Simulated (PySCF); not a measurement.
**What a change does: geometry relaxation on AlB**

System: AlB, multiplicity 3.
Method of the first run: ROKS-wb97x/lanl2dz, optimize (PySCF 2.14.0).

Text and figures count atoms from 1; the logs count them from 0 in places.

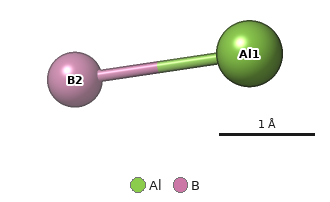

**Figure 1.** The structure as given in the input (ball-and-stick view, seen at a tilt; atoms are numbered from 1 in the order of the input). Sticks mark near contacts.

Input, the first run:
```python
from pyscf import gto, dft
from pyscf.geomopt.geometric_solver import optimize

mol = gto.M(
    atom='Al 0 0 0; B 0 0 2.01',
    basis='lanl2dz',
    ecp={'Al': 'lanl2dz'},
    charge=0,
    spin=2,
    symmetry=True,
    verbose=4,
)
mf = dft.ROKS(mol, xc='wb97x')
mf.kernel()
g = mf.nuc_grad_method()
g.grid_response = True
mol_eq = optimize(g.as_scanner(), maxsteps=30)
print('optimised geometry (angstrom)')
print(mol_eq.tostring('raw'))
print('orbital energies (hartree):', mf.mo_energy[..., max(0, mol.nelec[1]-3):mol.nelec[0]+3].round(4))
```

Command:
```bash
OMP_NUM_THREADS=1 python input.py
```

Hardware: 1 CPU thread, shared host.

Output, shortened to warnings, some set-up lines, iterations and results (the first run):
```
WARN: Mole.unit (angstrom) is changed to Bohr
[...]
cycle= 1 E= -26.5631557984011  delta_E= -0.625  |g|= 0.207  |ddm|= 1.54
cycle= 2 E= -26.5546071783949  delta_E= 0.00855  |g|= 0.262  |ddm|= 0.665
cycle= 3 E= -26.614379156742  delta_E= -0.0598  |g|= 0.0279  |ddm|= 0.36
cycle= 4 E= -26.6155443503497  delta_E= -0.00117  |g|= 0.019  |ddm|= 0.0608
cycle= 5 E= -26.616138038446  delta_E= -0.000594  |g|= 0.0127  |ddm|= 0.0439
[... 28 lines ...]
cycle= 5 E= -26.6184892399848  delta_E= -6.91e-10  |g|= 7.68e-06  |ddm|= 7.91e-05
cycle 4: E = -26.6184892401  dE = -3.80272e-06  norm(grad) = 5.89237e-05
cycle= 1 E= -26.6184892462268  delta_E= -4.36e-05  |g|= 2.21e-05  |ddm|= 0.000134
cycle= 2 E= -26.6184892465404  delta_E= -3.14e-10  |g|= 1.25e-05  |ddm|= 3.78e-05
cycle 5: E = -26.6184892465  dE = -6.46302e-09  norm(grad) = 2.53123e-06
Step    4 : Displace = 1.223e-04/1.223e-04 (rms/max) Trust = 2.828e-01 (+) Grad = 1.790e-06/1.790e-06 (rms/max) E (change) = -26.6184892465 (-6.463e-09) Quality = 0.671
Hessian Eigenvalues: 5.00000e-02 5.00000e-02 5.00000e-02 ... 5.00000e-02 5.00000e-02 9.01615e-02
Converged! =D

    #| If this code has benefited your research, please support us by citing: |#
    #| Wang, L.-P.; Song, C.C. (2016) "Geometry optimization made simple with |#
    #| translation and rotation coordinates", J. Chem, Phys. 144, 214108.     |#
    #|                                     |#
optimised geometry (angstrom)
Al          0.00000000        0.00000000       -0.05210181
B           0.00000000        0.00000000        2.06210181
orbital energies (hartree): [-6.9092 -0.5662 -0.341  -0.1502 -0.1502 -0.0457  0.0444  0.0444]
```

For the second run the input was changed thus:
```diff
-mf = dft.ROKS(mol, xc='wb97x')
+mf = dft.ROKS(mol, xc='b3pw91')
```

How does the second run compare with the first run?

The total energies belong to different methods, so their difference says nothing on which is more stable or more accurate. The functional changes from wb97x to b3pw91.

Output, shortened to warnings, some set-up lines, iterations and results (the second run):
```
WARN: Mole.unit (angstrom) is changed to Bohr
[...]
cycle= 1 E= -26.5079083232768  delta_E= -0.466  |g|= 0.379  |ddm|= 1.55
cycle= 2 E= -25.9154720171664  delta_E= 0.592  |g|= 0.795  |ddm|= 1.55
cycle= 3 E= -26.6398301044554  delta_E= -0.724  |g|= 0.0628  |ddm|= 1.23
cycle= 4 E= -26.6434015599204  delta_E= -0.00357  |g|= 0.0172  |ddm|= 0.102
cycle= 5 E= -26.6436461517612  delta_E= -0.000245  |g|= 0.00289  |ddm|= 0.0339
[... 31 lines ...]
cycle= 1 E= -26.645233675352  delta_E= -3.26e-05  |g|= 5.55e-05  |ddm|= 0.000129
cycle= 2 E= -26.645233649861  delta_E= 2.55e-08  |g|= 0.000185  |ddm|= 0.000301
cycle= 3 E= -26.6452336779526  delta_E= -2.81e-08  |g|= 5.07e-06  |ddm|= 0.000231
cycle= 4 E= -26.6452336779733  delta_E= -2.07e-11  |g|= 7.52e-07  |ddm|= 1.1e-05
cycle 5: E = -26.645233678  dE = -5.47024e-09  norm(grad) = 2.65831e-06
Step    4 : Displace = 9.304e-05/9.304e-05 (rms/max) Trust = 2.828e-01 (+) Grad = 1.880e-06/1.880e-06 (rms/max) E (change) = -26.6452336780 (-5.470e-09) Quality = 0.961
Hessian Eigenvalues: 5.00000e-02 5.00000e-02 5.00000e-02 ... 5.00000e-02 5.00000e-02 9.20745e-02
Converged! =D

    #| If this code has benefited your research, please support us by citing: |#
    #| Wang, L.-P.; Song, C.C. (2016) "Geometry optimization made simple with |#
    #| translation and rotation coordinates", J. Chem, Phys. 144, 214108.     |#
    #|                                     |#
optimised geometry (angstrom)
Al          0.00000000        0.00000000       -0.04589085
B           0.00000000        0.00000000        2.05589085
orbital energies (hartree): [-6.8093 -0.454  -0.269  -0.1544 -0.1544 -0.1292 -0.0278 -0.0278]
```

The two runs side by side:

```tsv
quantity	the first run	the second run
outcome	converged	converged
SCF energy (hartree)	−26.616494	−26.643661
wall time (shared host)	3.4 s	3.4 s
```
